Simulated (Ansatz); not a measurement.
**Redistribution: C4H9Cl + C2H4FI → C4H9I + C2H4ClF**

Species: C4H9Cl (2-chloro-2-methylpropane) `CC(C)(C)Cl`, singlet; C2H4FI `CC(F)I`, singlet; C4H9I `CC(C)(C)I`, singlet; C2H4ClF (1-chloro-1-fluoroethane) `CC(F)Cl`, singlet. The partners trade Cl for I; both sit on C, so the bond types are kept.

Shapes, held fixed at every level: PBE0-D4/def2-TZVP. Programs: Ansatz 0.2.0. The zero-point and thermal change to 298 K, harmonic and unscaled (PBE0-D4/def2-TZVP), is +0.4 kJ/mol.

```csv
level,kind,ΔH(298 K) (kJ/mol),less CCSD(T)/def2-TZVPP
HF/def2-TZVPP,Hartree–Fock,-3.8,+4.4
B3LYP-D4/def2-TZVPP,global hybrid,-4.0,+4.2
PBE0-D4/def2-TZVPP,global hybrid,-5.5,+2.7
r2SCAN0-D4/def2-TZVPP,global hybrid,-5.1,+3.1
wB97M-V/def2-TZVPP,range-separated hybrid,-5.0,+3.2
wB97X-V/def2-TZVPP,range-separated hybrid,-4.5,+3.7
MP2/def2-SVP,perturbation theory,-11.2,-3.0
CCSD(T)/def2-TZVPP,coupled cluster or CI,-8.2,0.0
```

The highest level, CCSD(T)/def2-TZVPP, gives ΔH(298 K) = -8.2 kJ/mol; the levels span -11.2 to -3.8. The column of differences is taken from that level and isn't an error. No measured value is set beside it here. For atoms past krypton def2 sets carry core potentials with scalar relativity. Outer-core shells of I are correlated in most correlated rows, in sets that cover them unevenly.

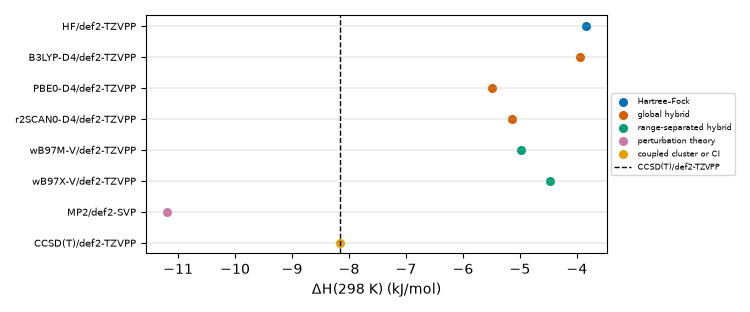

The values of the table, level by level.
